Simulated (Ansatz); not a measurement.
System SnO (space group P4/nmm, No. 129); source of the atomic positions: a calculation's input that goes back to an entry of the Crystallography Open Database (an earlier step may have relaxed or displaced it).

```
Sn O
1.0
     3.80200    0.00000    0.00000
     0.00000    3.80200    0.00000
     0.00000    0.00000    4.83600
Sn O
2 2
Direct
  0.00000 0.50000 0.23850
  0.50000 0.00000 0.76150
  0.00000 0.00000 0.00000
  0.50000 0.50000 0.00000
```

Bonds are taken as O–Sn below 2.5 Å; no other contact counts. Atoms with one bond or none are removed and atoms with two bonds are replaced by edges, until no such atom is left.

Derive the underlying net.

The result is a uninodal 4-connected, two-periodic (layers) net: Sn and O are 4-connected nodes. It is the sql net, known from the square lattice. The layers lie parallel to (001).

```tsv
node	links	point symbol	coordination sequence
Sn and O	4	4⁴·6²	4 8 12 16
```

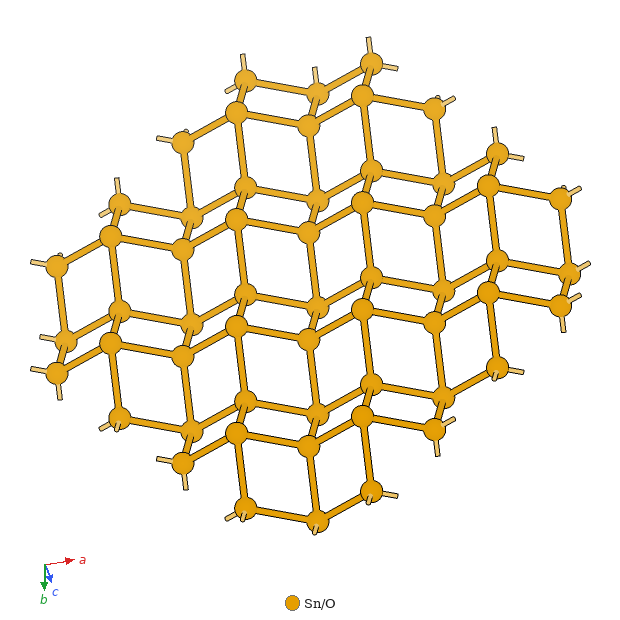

Nodes are coloured by topological kind. One layer is drawn. Short stubs are edges that leave the cut-out.
